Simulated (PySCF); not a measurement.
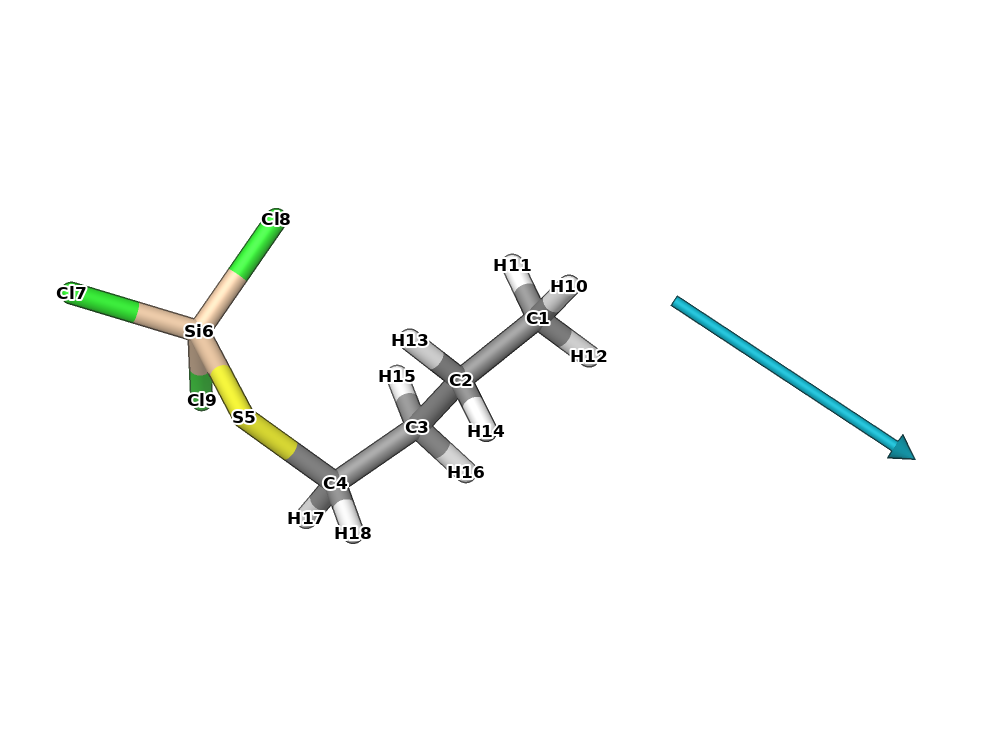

The arrow beside the molecule shows the direction of the dipole moment, from the negative to the positive end (its length means nothing). The geometry was computed by an optimisation with GFN2-xTB. No frequency run is at hand to confirm it as a minimum. Properties computed with PBE0/pcSseg-1, gas phase (PySCF 2.14.0).

> How large is the dipole moment?

2.27 D; it points from the side of Cl7 to the side of H12 (the outermost atoms at the two ends).

The geometry is semi-empirical. Around Si such bond lengths and angles can be off by a tenth of an ångström or more and by several degrees, and values that hang on the shape move with them.
